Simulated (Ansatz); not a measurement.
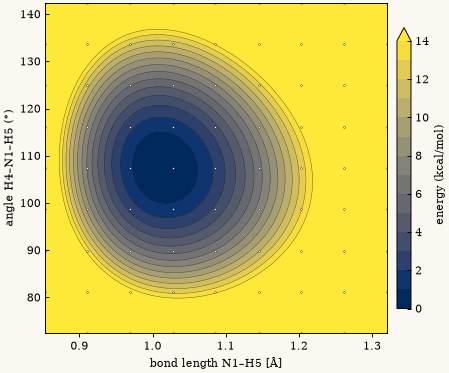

ClCuH3N, SMILES [NH3+][Cu-][Cl]. First axis: bond length N1–H5. Second axis: angle H4–N1–H5. Nothing is relaxed (all other coordinates rigid). The grid has 9 × 9 points. Energies are in kcal/mol, from the relaxed molecule at the same level. Level of theory: RKS PBE0-D4/def2-TZVP in Ansatz.

The picture shows filled contours, dots at the grid points, one colour for all values above the top of the scale. Between grid points the surface is interpolated.

> Where is the minimum, and how stiff is the well along each coordinate?

The interpolated minimum is at bond length N1–H5 ≈ 1.015 Å, angle H4–N1–H5 ≈ 107.4°. The curvatures there are about 44 eV/Å² and 5.1 eV/rad², with a cross term of about 1 eV/(Å·rad). Round the minimum the two coordinates are weakly coupled (coupling 0.08 in units of the two stiffnesses). (1 eV is 23.1 kcal/mol.)
